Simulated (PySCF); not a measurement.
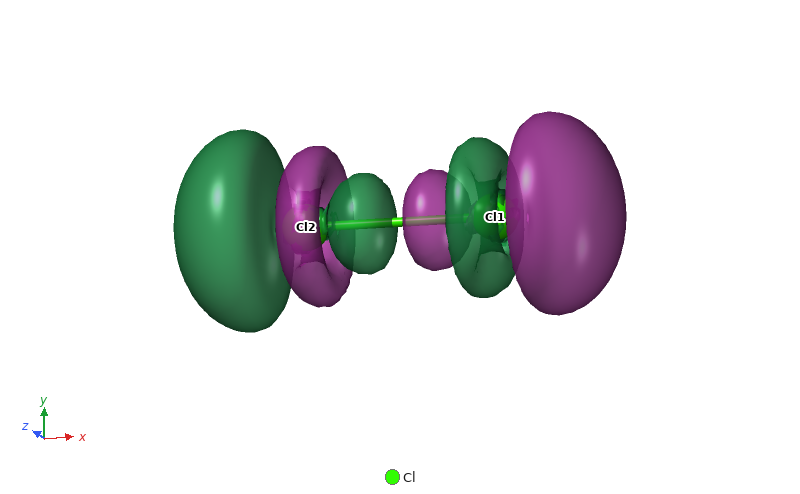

*Cl$_{2}$, SMILES `ClCl`. Change of the electron density in a uniform field of 0.26 V/Å, surfaces at ±0.003 e/Å³ (green: gain, purple: loss).*

PySCF calculation, TPSSh/def2-SVPD, gas phase; geometry: GFN2-xTB. No frequency check shows the geometry to be a minimum. GFN2-xTB bond lengths at metals and heavier atoms can be off by up to 0.1 Å and shapes distorted, which carries into these values.

Geometry (Å), atoms numbered from 1:

```
Cl1      1.0084    0.0000    0.0000
Cl2     -1.0084    0.0000    0.0000
```

The field was applied in both directions; the picture shows the one opposite to the script's first.

Q: Along which Cartesian direction does the field point?

A: Along +x: electrons gather on the −x side, against the field.

Q: What dipole is induced, and what polarisability does it imply?

A: The induced dipole is 0.53 D (along the field); α along this axis, from the fields in both directions, is 42 bohr³ (6.2 Å³).
